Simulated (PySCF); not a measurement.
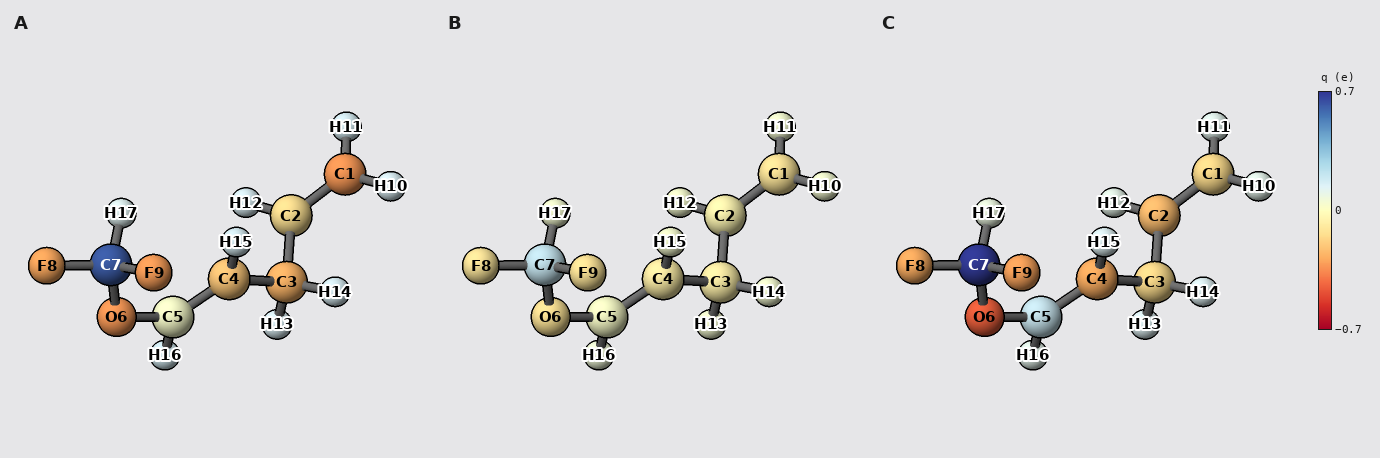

Atomic charges of one calculation by 3 schemes, on one colour scale. Computed geometry: GFN2-xTB optimisation. No frequency run is at hand to confirm it as a minimum. Level of theory: PBE0/pcSseg-1 (PySCF 2.14.0).

**The schemes are Hirshfeld, IAO, Mulliken. Which panel shows which?**

A IAO, B Hirshfeld, C Mulliken.

List the charges (e), one line for each set of equivalent atoms.

```csv
atom,IAO,Hirshfeld,Mulliken
C1,−0.32,−0.10,−0.15
C2,−0.13,−0.04,−0.23
C3,−0.26,−0.06,−0.14
C4,−0.21,−0.07,−0.28
C5,0.03,0.02,0.19
O6,−0.32,−0.12,−0.44
C7,0.61,0.21,0.69
F8,−0.28,−0.10,−0.27
F9,−0.31,−0.11,−0.30
H10,0.14,0.04,0.11
H11,0.15,0.05,0.12
H12,0.14,0.04,0.11
H13,0.15,0.05,0.13
H14,0.15,0.05,0.13
H15,0.15,0.04,0.14
H16,0.17,0.06,0.11
H17,0.13,0.05,0.08
```
